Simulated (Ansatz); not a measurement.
The parent structure is ZrO2 (space group P2_1/c, No. 14).

```xyz
12
Lattice="5.1893 0.0000 0.0000 0.0000 5.2418 0.0000 -0.9034 0.0000 5.3026" Properties=species:S:1:pos:R:3 pbc="T T T"
Zr     1.2409     0.2298     1.1144
Zr     3.4967     2.8507     1.5369
Zr     3.0450     5.0120     4.1882
Zr     0.7892     2.3911     3.7657
O      0.0203     1.7095     1.8571
O      4.7173     4.3304     0.7943
O      4.2656     3.5323     3.4456
O     -0.4314     0.9114     4.5084
O      1.9114     3.9667     2.5202
O      2.8261     1.3458     0.1311
O      2.3744     1.2751     2.7824
O      1.4597     3.8960     5.1715
```

Cartesian axes are those of the cell as printed.

It is then changed as follows: compressive biaxial strain of 0.89 % in the plane normal to [001], as in epitaxy on a mismatched substrate; the out-of-plane cell vector and the atoms relax.

Calculations: PBE/PAW in Ansatz (a quantum-chemistry and plane-wave program), spin-orbit coupling left out, earlier PAW set.

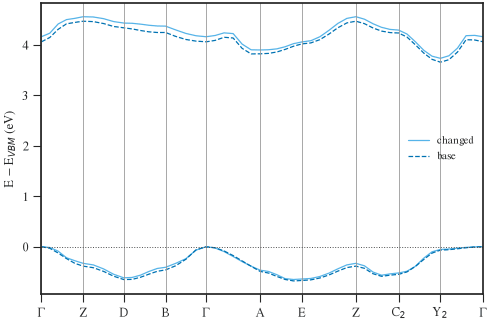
Figure. Highest valence and lowest conduction band along the path, each from its own valence-band maximum

The gap is 3.73 eV, indirect, Γ → Y₂; the base has 3.66 eV.

Whether these cells are dynamically stable was not tested.
